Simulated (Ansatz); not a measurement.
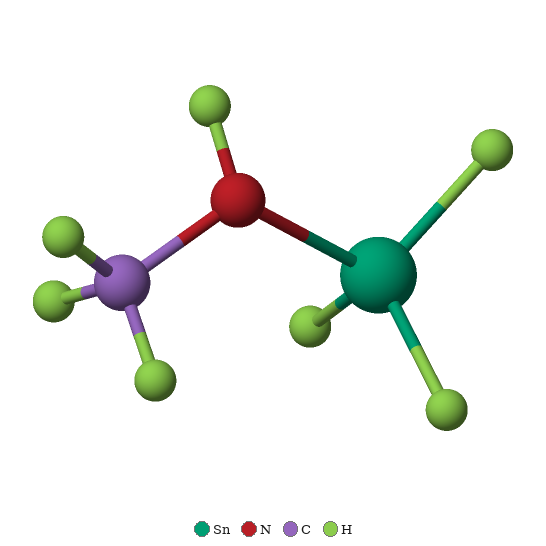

Sticks follow a distance rule. Harmonic vibrations computed with RKS PBE0-D4/def2-TZVP, core potentials on Sn (Ansatz 0.2.0) at a stationary point of the same level.

Is this a minimum or a saddle point?

A minimum: no imaginary frequency, and the lowest mode lies at 93 cm⁻¹.

How many vibrational modes are there, and where do they lie?

24 modes: 93, 165, 200, 478, 481, 509, 639, 693, 708, 725, 1082, 1117, 1139, 1381, 1453, 1486, 1509, 1898, 1953, 1960, 2975, 3052, 3091, 3576 cm⁻¹.
